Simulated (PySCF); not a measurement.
C3H6OS, SMILES `O=S1CCC1`.

Method: PBE/def2-SVPD; geometry: GFN2-xTB; program: PySCF. No frequency check shows the geometry to be a minimum. GFN2-xTB bond lengths at metals and heavier atoms can be off by up to 0.1 Å and shapes distorted, which carries into these values.

Coordinates in Å:

```
O1      -1.7869   -0.0004   -0.5048
S2      -0.6925    0.0007    0.4597
C3       0.6700    1.1345   -0.1338
C4       1.6867   -0.0004   -0.0727
C5       0.6690   -1.1350   -0.1331
H6       0.4375    1.4538   -1.1457
H7       0.8549    1.9942    0.5032
H8       2.4241   -0.0011   -0.8759
H9       2.2155   -0.0004    0.8800
H10      0.4363   -1.4547   -1.1448
H11      0.8531   -1.9944    0.5045
```

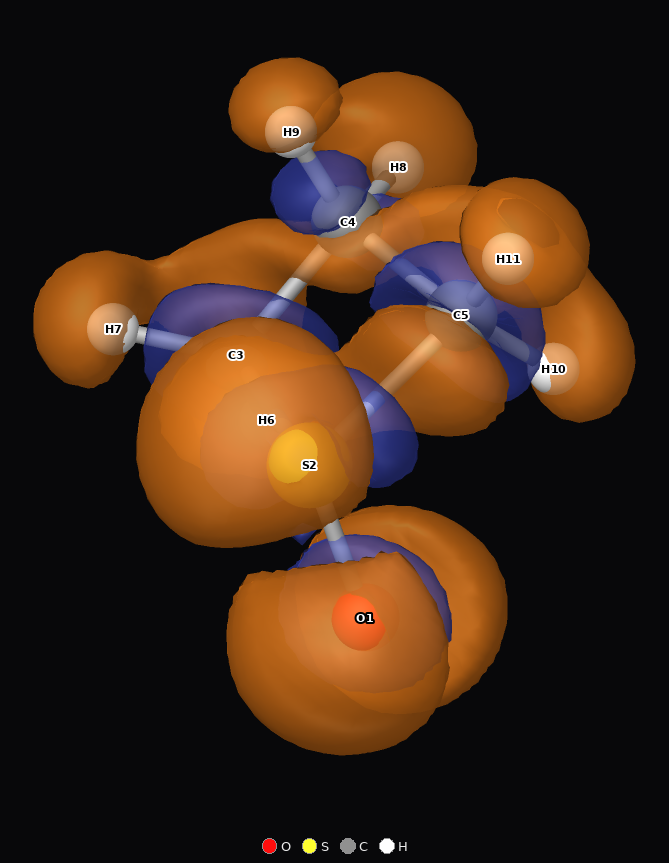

Fukui function f⁻ = ρ(N) − ρ(N−1) at fixed geometry, surfaces at ±0.015 e/Å³ (orange positive, blue negative).

Question: Which atoms respond most to the removal of an electron?

Answer: f⁻ (Hirshfeld-condensed) is largest on O1 (0.27) and S2 (0.26); the vertical ionisation energy is 8.71 eV (the stability of the cation's solution wasn't checked). Condensed values hint at sites of electrophilic attack but needn't mark the atom that reacts. Shares this close don't rank the sites. Orbital relaxation makes it negative in places (0.21 e in all).
